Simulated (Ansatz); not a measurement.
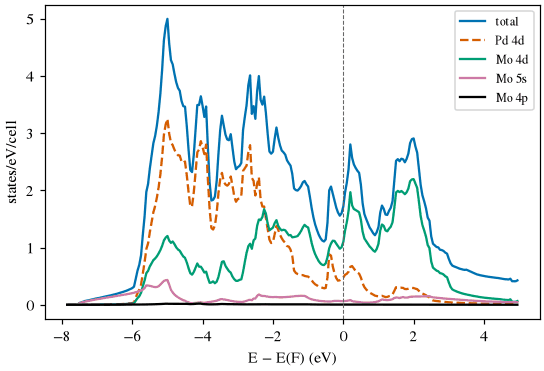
Total and projected density of states of MoPd (L1₀ or tetragonal B2, P4/mmm), the program Ansatz at the PBE level (PAW)

Task: Which orbitals carry the states next to the Fermi level?

Result: Within 0.5 eV of the Fermi level: Mo 4d 65 %, Pd 4d 28 %. Projections are on Löwdin-orthogonalised atomic valence shells; empty p or d shells of many metals are not among them.

Task: Where is the tallest occupied peak in this window, and what makes it?

Result: Near -5.0 eV, about 5.0 states/eV per cell; the largest projected share is Pd 4d.

The start of the workflow was typed in or built on a structure type; neither database checked (COD, Materials Project) lists it. Its standing as an ambient phase is unchecked. The PBE relaxation kept the symmetry of its start; its stability against distortions is not shown here. The run is not spin-polarised. Scalar-relativistic: spin–orbit coupling is off unless named, which matters more the heavier the elements.

Potentials: the later of the program's two PAW sets.
